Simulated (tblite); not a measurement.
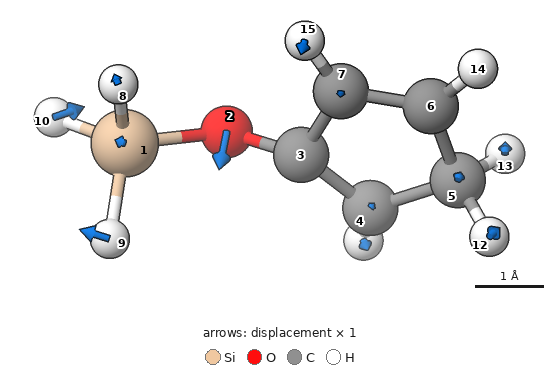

A relaxation of C₅H₈OSi (charge +1, multiplicity 2). The starting structure is drawn; blue arrows show the displacements, at their true length. The two geometries are superimposed by the best rigid fit.

A ball-and-stick model, seen from a free direction.

All numbers below come from GFN2-xTB geometry optimisation, gas phase (tblite). 

What happened in the run?

Answer. The atom that moves furthest after the best rigid fit is the O atom (0.72 Å). By element the largest moves are O 0.72 Å, H 0.56 Å, Si 0.19 Å, C 0.18 Å. Near-neighbour distances that change, for instance: C–O 1.368 → 1.291 Å, C–C 1.454 → 1.405 Å, C–C 1.509 → 1.468 Å, H–Si 1.487 → 1.463 Å. Among the angles between lasting bonds that change: Si–O–C 117.6° → 143.6°, O–Si–H 110.3° → 98.4°, O–Si–H 109.2° → 98.5°. Groups turn about O–Si by about 60°. Over 68 geometry steps the energy falls by 25.1 kcal/mol. Cost: 0.46 s on 1 thread of Arm Neoverse V1 (shared host).
